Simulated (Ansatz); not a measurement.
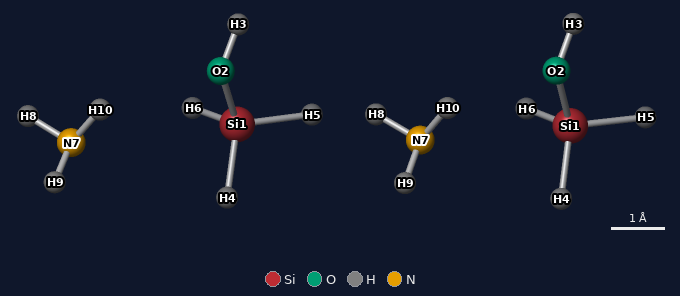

Two geometries of SiNH7O, drawn at one scale. One is the start of a relaxation, the other its converged end. A ball-and-stick model, seen at a tilt.

Theory: Ansatz 0.2.0, RHF/def2-SVP. (no spin polarisation; force threshold 0.03 eV/Å; at most 50 steps)

Which geometry has the lower energy?

The left one is the relaxed one. The run prepares an end point of a later path (reaction) calculation, from a guessed geometry. Over 5 geometry steps the energy falls by 4.19 kJ/mol. The largest force component goes from 0.82 to 0.023 eV/Å. H9 moves most after the best rigid fit: 0.24 Å. By element the largest moves are H 0.24 Å, N 0.19 Å, Si 0.14 Å, O 0.09 Å. Some distances before and after: N7–H10 1.027 → 1.006 Å, Si1–O2 1.673 → 1.662 Å, Si1–H5 1.495 → 1.487 Å.

Limits of the set-up: the start holds two separate molecules, 2.2 Å apart at their closest, whose relative position is a soft coordinate and is computed without a dispersion correction; Hartree-Fock leaves out electron correlation.
